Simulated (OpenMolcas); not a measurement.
## Run report: AlH3Cl (charge −1), single-point calculation

The run: single-point calculation of AlH3Cl, charge −1, multiplicity 3, SMILES [AlH3-][Cl]. Method and program: CASPT2/STO-3G (OpenMolcas 26.06).

The geometry is that of the parent species in another charge or spin state. The geometry comes from this level: GFN2-xTB.

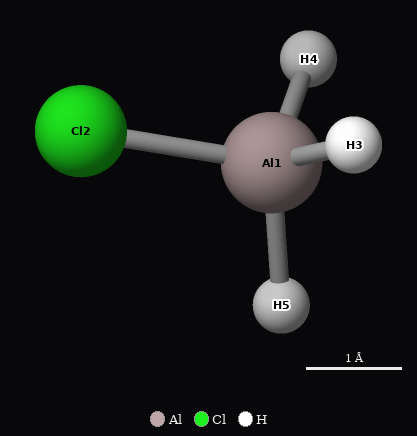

Figure 1. The input geometry (ball-and-stick view, seen at a tilt; atoms are numbered from 1 in the order of the input). Sticks mark near contacts. Bond lengths as drawn: Al–Cl 2.10 Å and Al–H 1.61 Å.

Results in brief

- outcome: converged
- total energy: −694.908651 hartree
- CASSCF energy: −694.881380 hartree
- basis functions: 21
- hardware: 1 thread of Arm Neoverse V1, 24 GiB of memory available, shared host
- wall time: 1.8 s
- peak memory: 0.37 GiB

Input
```
&GATEWAY
 BasLib
 $CurrDir
 Coord
 input.xyz
 Basis
 STO-3G
 Group
 NoSym

&SEWARD

&RASSCF
 FileOrb
 $CurrDir/step2.RasOrb
 Spin
 3
 Nactel
 2 0 0
 Inactive
 16
 Ras2
 2
 OrbListing
 Nothing

&CASPT2
 Imaginary
 0.1
 Frozen
 10
```

File input.xyz
```
5

Al     0.109160    -0.000440    -0.082500
Cl    -1.562720    -0.002110     1.184250
H      0.226090     1.478490    -0.704190
H     -0.160190    -1.106410    -1.218300
H      1.387660    -0.369540     0.820730
```

Launched with:
```bash
export MOLCAS_MEM=1860
pymolcas step3.inp > step3.log
```

What the program printed
```
--- Start Module: gateway ---

                                              &GATEWAY

                       available to each process: 1.9 GB of memory, 1 thread

 Basis Set     1 Label: AL.STO-3G
 Basis set is read from library:.
 basistype.tbl is not found

 Basis Set     2 Label: CL.STO-3G
 Basis set is read from library:.
 basistype.tbl is not found

 Basis Set     3 Label: H.STO-3G
 Basis set is read from library:.
 basistype.tbl is not found

++    Symmetry information:
      ---------------------

                    Character Table for C1

                             E
                    a        1  x, y, xy, Rz, z, xz, Ry, yz, Rx, I
--

++    Basis set information:
      ----------------------

      Basis set label: AL.STO-3G.........

      Electronic valence basis set:
      ------------------
      Associated Effective Charge  13.000000 au
      Associated Actual Charge     13.000000 au
      Nuclear Model: Point charge

      Shell  nPrim  nBasis  Cartesian Spherical Contaminant
         s       9       3        X
         p       6       2        X

      Basis set label: CL.STO-3G.........

      Electronic valence basis set:
      ------------------
      Associated Effective Charge  17.000000 au
      Associated Actual Charge     17.000000 au
      Nuclear Model: Point charge

      Shell  nPrim  nBasis  Cartesian Spherical Contaminant
         s       9       3        X
         p       6       2        X

      Basis set label: H.STO-3G.........

      Electronic valence basis set:
      ------------------
      Associated Effective Charge   1.000000 au
      Associated Actual Charge      1.000000 au
      Nuclear Model: Point charge

      Shell  nPrim  nBasis  Cartesian Spherical Contaminant
         s       3       1        X
--

++    Molecular structure info:
      -------------------------

                    ************************************************
                    **** Cartesian Coordinates / bohr, angstrom ****
                    ************************************************

     Center  Label                x              y              z                     x              y              z
        1      AL1              0.206283      -0.000831      -0.155902              0.109160      -0.000440      -0.082500
        2      CL2             -2.953113      -0.003987       2.237908             -1.562720      -0.002110       1.184250
        3      H3               0.427248       2.793941      -1.330726              0.226090       1.478490      -0.704190
        4      H4              -0.302715      -2.090812      -2.302253             -0.160190      -1.106410      -1.218300
        5      H5               2.622297      -0.698329       1.550955              1.387660      -0.369540       0.820730

                    ***************************************
                    *    InterNuclear Distances / bohr    *
                    ***************************************

               1 AL1           2 CL2           3 H3            4 H4            5 H5
    1 AL1      0.000000
    2 CL2      3.963851        0.000000
    3 H3       3.039702        5.656005        0.000000
    4 H4       3.038736        5.656192        5.033639        0.000000
    5 H5       3.039242        5.660319        5.031727        5.034076        0.000000

                    *******************************************
                    *    InterNuclear Distances / angstrom    *
                    *******************************************

               1 AL1           2 CL2           3 H3            4 H4            5 H5
    1 AL1      0.000000
    2 CL2      2.097580        0.000000
    3 H3       1.608541        2.993029        0.000000
    4 H4       1.608030        2.993128        2.663687        0.000000
    5 H5       1.608298        2.995312        2.662675        2.663918        0.000000
--

            Nuclear Potential Energy             78.19668976 au

--- Stop Module: gateway /rc=_RC_ALL_IS_WELL_ ---

--- Start Module: seward ---

                                              &SEWARD

                       available to each process: 1.9 GB of memory, 1 thread

               SEWARD will generate:
                  Multipole Moment integrals up to order  2
                  Kinetic Energy integrals
                  Nuclear Attraction integrals (point charge)
                  One-Electron Hamiltonian integrals
                  Velocity integrals
                  Orbital angular momentum around ( -1.4611  -0.0024   1.1074 )
                  Velocity quadrupole around ( -1.4611  -0.0024   1.1074 )
                  Two-Electron Repulsion integrals

                   Integrals are discarded if absolute value <: 1.00E-14
                   Integral cutoff threshold is set to       <: 1.00E-16

            Nuclear Potential Energy             78.19668976 au

      Basis set specifications :
      Symmetry species         a
      Basis functions           21

--- Stop Module: seward /rc=_RC_ALL_IS_WELL_ ---

--- Start Module: rasscf ---

                                              &RASSCF

                       available to each process: 1.9 GB of memory, 1 thread

      Header of the ONEINT file:
      --------------------------

      OrdInt status: non-squared

      Cartesian coordinates in angstrom:
      -----------------------------------------------------
      No.  Label        X            Y            Z
      -----------------------------------------------------
       1   AL1        0.10916000  -0.00044000  -0.08250000
       2   CL2       -1.56272000  -0.00211000   1.18425000
       3   H3         0.22609000   1.47849000  -0.70419000
       4   H4        -0.16019000  -1.10641000  -1.21830000
       5   H5         1.38766000  -0.36954000   0.82073000
      -----------------------------------------------------
      Nuclear repulsion energy =   78.19668976

++    Wave function specifications:
      -----------------------------

      Number of closed shell electrons          32
      Number of electrons in active shells       2
      Max number of holes in RAS1 space          0
      Max nr of electrons in RAS3 space          0
      Number of inactive orbitals               16
      Number of active orbitals                  2
      Number of secondary orbitals               3
      Spin quantum number                      1.0
      State symmetry                             1
--

++    Orbital specifications:
      -----------------------

      Symmetry species                           1
                                                 a
      Frozen orbitals                            0
      Inactive orbitals                         16
      Active orbitals                            2
      RAS1 orbitals                              0
      RAS2 orbitals                              2
      RAS3 orbitals                              0
      Secondary orbitals                         3
      Deleted orbitals                           0
      Number of basis functions                 21
--

++    CI expansion specifications:
      ----------------------------

      Number of CSFs                             1
      Number of determinants                     1
      Number of root(s) required                 1
      Root chosen for geometry opt.              1
      CI root used                               1

      highest root included in the CI            1
      max. size of the explicit Hamiltonian      1
--

++    Optimization specifications:
      ----------------------------

      RASSCF algorithm: Conventional
      Maximum number of macro iterations       200
      Maximum number of SX iterations          100
      Threshold for RASSCF energy            1.000E-08
      Threshold for max MO rotation          1.000E-01
      Threshold for max BLB element          1.000E-04
      Level shift parameter                  5.000E-01
      Make Quasi-Newton update
--

      The MO-coefficients are taken from the file:
      step2.RasOrb
      Title: RASSCF average (pseudo-natural) orbitals

      Total molecular charge   -1.00

      ************************************************************************************************************************
      *                                            Wave function control section                                             *
      ************************************************************************************************************************

                                         RASSCF iterations: Energy and convergence statistics
                                         ----------------------------------------------------

          iter iter root      energy       change     param      element    value   shift minimum  type update hh:mm:ss
 Nr of preliminary CI iterations:   1
        1   1    3    1  -694.88138032    0.00E+00  -1.18E-05   18  19 1  7.69E-06   0.43   0.00    SX    NO    0:00:00
        2   1    3    1  -694.88138032   -2.21E-10  -9.59E-06   18  19 1  6.27E-06   0.43   0.00    SX    NO    0:00:00
        3   1    3    1  -694.88138032   -1.28E-10   7.90E-06   18  19 1  5.17E-06   0.43   0.00    SX    NO    0:00:00
        4   1    3    1  -694.88138032   -8.31E-11   6.53E-06   18  19 1  4.27E-06   0.43   0.00    SX    NO    0:00:00
      Convergence after  4 iterations
        5   1    3    1  -694.88138032   -5.62E-11   6.53E-06   18  19 1  3.54E-06   0.43   0.00    SX    NO    0:00:00

      ************************************************************************************************************************
                                                      Wave function printout:
                       occupation of active orbitals, and spin coupling of open shells (u,d: Spin up or down)
      ************************************************************************************************************************

      Note: transformation to natural orbitals
      has been made, which may change the order of the CSFs.

      printout of CI-coefficients larger than  0.05 for root  1
      energy=    -694.881380
      conf/sym  11     Coeff  Weight
             1  uu   1.00000 1.00000

      Natural orbitals and occupation numbers for root  1
      sym 1:   1.000000   1.000000

      ************************************************************************************************************************
      *                                                    Final results                                                     *
      ************************************************************************************************************************

++    Final optimization conditions:
      ------------------------------

      Average CI energy                            -694.88138032
      RASSCF energy for state  1                   -694.88138032
      Super-CI energy                                -0.00000000
      RASSCF energy change                           -0.00000000
      Max change in MO coefficients               6.360E-06
      Max non-diagonal density matrix element     6.531E-06
      Maximum BLB matrix element                  3.541E-06
      (orbital pair  18,  19 in symmetry   1)
      Norm of electronic gradient            3.915E-06
--

      Final state energy(ies):
      ------------------------

::    RASSCF root number  1 Total energy:   -694.88138032
      Von Neumann Entropy (Root   1) =  1.00000

      Mulliken population analysis for root number:  1
      -----------------------------------------------

++    Molecular charges:
      ------------------

      Mulliken charges per centre
      ---------------------------

                AL1     CL2     H3      H4      H5
      Total   12.4700 17.6959  1.0054  1.4144  1.4143

      N-E      0.5300 -0.6959 -0.0054 -0.4144 -0.4143

      Total electronic charge=   34.000000

      Total            charge=   -1.000000
--

      Expectation values of various properties for root number:  1
      -----------------------------------------------------------

++    Molecular properties:
      ---------------------

      Charge (e):
                      =   -1.0000
      Dipole Moment (debye):
      Origin of the operator (angstrom)=   -0.7732   -0.0013    0.5860
                   X= -9.1064E-01               Y=  1.9599E+00               Z= -1.4408E-02           Total=  2.1612E+00
      Center of Charge (angstrom)
                     X=   -0.58358583               Y=   -0.40932712               Z=    0.58901222
      Quadrupole Moment (debye*angstrom):
      Origin of the operator (angstrom)=   -0.7732   -0.0013    0.5860
                  XX= -3.3891E+01              XY=  2.0599E+00              XZ=  1.9759E+00              YY= -2.6367E+01
                  YZ= -2.9813E+00              ZZ= -3.0711E+01
      In traceless form (debye*angstrom)
                  XX= -5.3518E+00              XY=  3.0899E+00              XZ=  2.9638E+00              YY=  5.9341E+00
                  YZ= -4.4719E+00              ZZ= -5.8229E-01
--

      Mulliken spin population analysis for root number:  1
      ---------------------------------------------------

++    Molecular charges:
      ------------------

      Mulliken spin population per centre
      ---------------------------

                AL1     CL2     H3      H4      H5
      Total    0.8220  0.0525  0.9731  0.0761  0.0763

      Total electronic spin=    2.000000
--

      Average orbitals are written to the RASORB file
      Natural orbitals for root   1 are written to the RASORB.1 file
      Spin density orbitals for root   1 are written to the SPDORB.1 file

--- Stop Module: rasscf /rc=_RC_ALL_IS_WELL_ ---

--- Start Module: caspt2 ---

                                              &CASPT2

                       available to each process: 1.9 GB of memory, 1 thread

 ###############################################################################
 ###    WARNING: User changed nr of frozen orbitals.                         ###
 ###############################################################################

++    Wave function specifications:
      -----------------------------

      Number of closed shell electrons          12
      Number of electrons in active shells       2
      Max number of holes in RAS1 space          0
      Max number of electrons in RAS3 space      0
      Number of inactive orbitals                6
      Number of active orbitals                  2
      Number of secondary orbitals               3
      Spin quantum number                      1.0
      State symmetry                             1
      Number of CSFs                             1
      Number of CASSCF root(s) available         1
      CASPT2 state passed to geometry opt.       1
      A file JOBMIX will be created
      This is a high spin open shell RHF reference function
--

++    Orbital specifications:
      -----------------------

      Symmetry species                           1
                                                 a
      Frozen orbitals                           10
      Inactive orbitals                          6
      Active orbitals                            2
      Secondary orbitals                         3
      Deleted orbitals                           0
      Number of basis functions                 21
--

++    CASPT2 specifications:
      ----------------------

      Type of calculation                        SS-CASPT2
      Fock operator                              state-specific
      IPEA shift                                 0.25
      Real shift                                 0.00
      Imaginary shift                            0.10
      The input orbitals will be transformed to quasi-canonical
--

--------------------------------------------------------------------------------
 Estimated memory requirements:
  POLY3 :                   250042
  RHS:                      250566
  SIGMA :                   250576
  PRPCTL:                        0
 Available workspace:    232491985

++ CASPT2 computation for group   1

********************************************************************************
 Multi-State initialization phase begins for group   1
--------------------------------------------------------------------------------
********************************************************************************
 Compute H0 matrices for state    1
--------------------------------------------------------------------------------
--------------------------------------------------------------------------------
 H0 matrices have been computed.

********************************************************************************
  CASPT2 EQUATION SOLUTION
--------------------------------------------------------------------------------

  Total nr of CASPT2 parameters:
   Before reduction:         810
   After  reduction:         621

 Variance of |WF0>:       0.0490160107

 The contributions to the second order correlation energy in atomic units.
-----------------------------------------------------------------------------------------------------------------------------
  IT.      VJTU        VJTI        ATVX        AIVX        VJAI        BVAT        BJAT        BJAI        TOTAL       RNORM
-----------------------------------------------------------------------------------------------------------------------------
   1     0.000000   -0.000024    0.000000   -0.001759   -0.005522   -0.000000   -0.003773   -0.016062   -0.027141    0.000370
   2     0.000000   -0.000024    0.000000   -0.001771   -0.005526   -0.000000   -0.003775   -0.016067   -0.027163    0.000030
   3     0.000000   -0.000024    0.000000   -0.001771   -0.005525   -0.000000   -0.003775   -0.016067   -0.027162    0.000002
-----------------------------------------------------------------------------------------------------------------------------

  FINAL CASPT2 RESULT:

      Reference energy:        -694.8813803239
      E2 (Non-variational):      -0.0271623674
      Shift correction:          -0.0001082121
      E2 (Variational):          -0.0272705795
      Total energy:            -694.9086509034
      Residual norm:              0.0000000693
      Reference weight:           0.98408

      Contributions to the CASPT2 correlation energy
      Active & Virtual Only:         -0.0000002197
      One Inactive Excited:          -0.0055460806
      Two Inactive Excited:          -0.0216160671

++ Denominators, etc.
--------------------------------------------------------------------------------------------------------------
 Report on small energy denominators, large coefficients, and large energy contributions.
CASE  SYMM ACTIVE-MIX  NON-ACTIVE INDICES          DENOMINATOR     RHS VALUE       COEFFICIENT     CONTRIBUTION
VJTU     1  Mu1.0001  In1.015                       0.29919809      0.00000023      0.00168866      0.00000000
VJTU     1  Mu1.0001  In1.016                       0.24633119      0.00000007      0.00000257      0.00000000
AIVX     1  Mu1.0001  In1.012 Se1.020               0.77230206      0.02003770     -0.02555280     -0.00051202
BJATP    1  Mu1.0001  In1.016 Se1.021 Se1.020       1.35869896     -0.04203784      0.03087093     -0.00129775
BJAIP    1  Se1.020 In1.012 Se1.021 In1.016         2.07599817     -0.05627746      0.02752930     -0.00154928
BJAIP    1  Se1.020 In1.016 Se1.020 In1.016         1.85519026      0.05023310     -0.02715426     -0.00136404
BJAIP    1  Se1.021 In1.016 Se1.021 In1.016         1.91863113      0.05642331     -0.02932844     -0.00165481
--

   (Skipping property calculation,
    use PROP keyword to activate)
--

  Total CASPT2 energies:
::    CASPT2 Root  1     Total energy:   -694.90865090

  A NEW JOBIPH FILE NAMED 'JOBMIX' IS PREPARED.
********************************************************************************
--- Stop Module: caspt2 /rc=_RC_ALL_IS_WELL_ ---

.##################.
.# Happy landing! #.
.##################.

    Timing: Wall=1.52 User=1.13 System=0.38
```
